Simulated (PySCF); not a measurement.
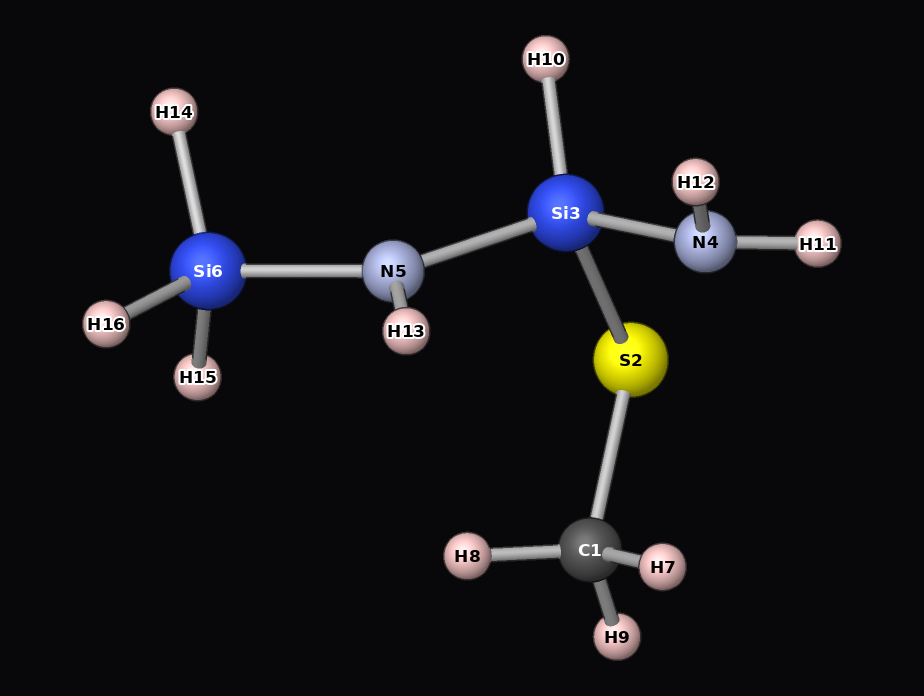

The questions are on isotropic NMR shieldings of the Si atoms. The geometry was computed by an optimisation with GFN2-xTB. No frequency run is at hand to confirm it as a minimum. Level of theory: GIAO PBE0/pcSseg-1 NMR shielding, non-relativistic, gas phase (PySCF 2.14.0).

Give the isotropic NMR shieldings of the Si atoms atom by atom.

| atom | σ (ppm) |
| --- | --- |
| Si3 | 361.7 |
| Si6 | 410.2 |

The geometry is semi-empirical. Around Si such bond lengths and angles can be off by a tenth of an ångström or more and by several degrees, and values that hang on the shape move with them.
